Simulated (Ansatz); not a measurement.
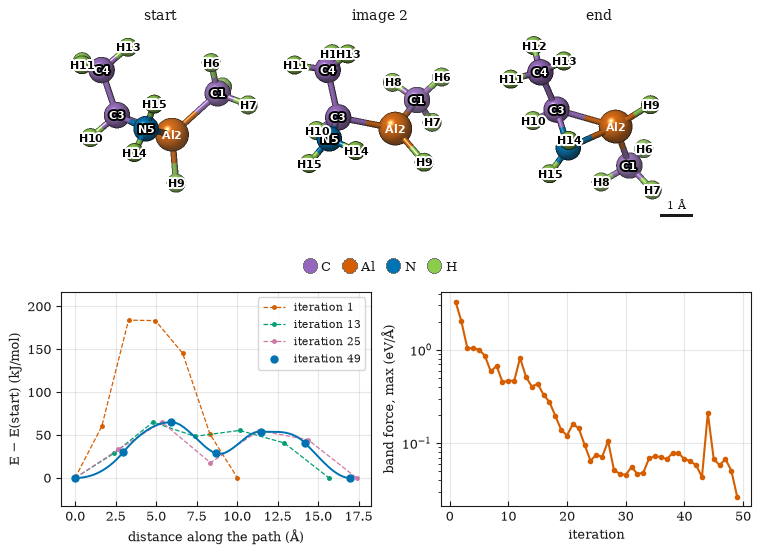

NEB run on C₃H₁₀AlN. Images are numbered from 0 (start) to 6 (end). The plot follows the band through its iterations. A ball-and-stick model, seen at a tilt.

The calculation used RKS B3LYP-D4/def2-SVP in Ansatz. Settings: 5 movable images; climbing image; force threshold 0.03 eV/Å; iteration limit 60; starting path by straight interpolation.

### Judge this run.

The run is converged, with reservations. The band converged in 49 iterations. The largest component of the band force went from 3.3 to 0.027 eV/Å. The climbing image converged on the top of the path. Its curvatures weren't checked. The straight starting path can push atoms close together and costs iterations. The first iteration put the highest image at 184.0 kJ/mol. The two ends have the same energy, and the highest point, image 2, lies 65.0 kJ/mol above the start. The profile has 2 maxima (images 2, 4) with a dip at image 3 (+28.7 kJ/mol), so the process runs in steps.

Cost: 7.6 min on 2 threads of Intel(R) Xeon(R) 6975P-C (Granite Rapids), with other jobs on the host, peak memory 0.34 GiB.
